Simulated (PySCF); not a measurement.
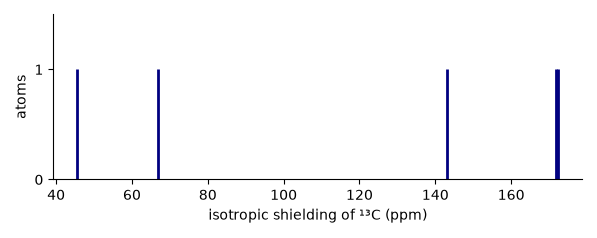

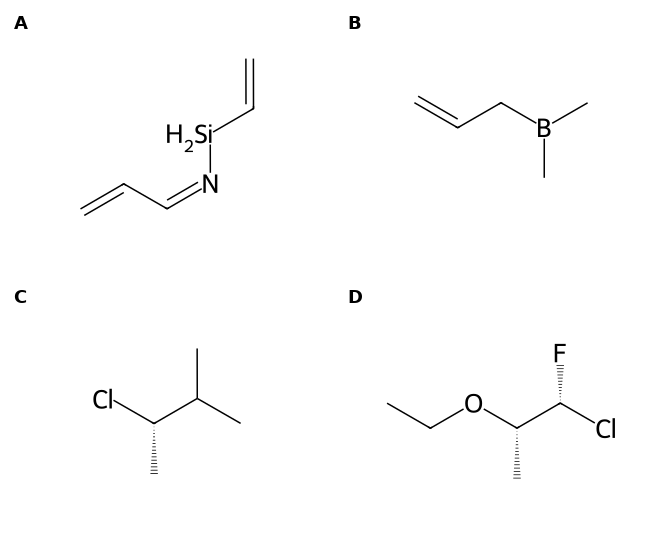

The sticks are computed shieldings of one of the molecules, for one fixed geometry (GFN2-xTB) without averaging over rotations. Low shielding means a high chemical shift. Method: GIAO PBE0/pcSseg-1 NMR shielding, non-relativistic, gas phase (PySCF 2.14.0).

Match the spectrum to a structure.

B, `C=CCB(C)C`. Its 5 C atoms give lines at 45.6, 66.8, 143.2, 171.9, 172.4 ppm.

The geometry is semi-empirical. Around B, Si such bond lengths and angles can be off by a tenth of an ångström or more and by several degrees, and values that hang on the shape move with them.
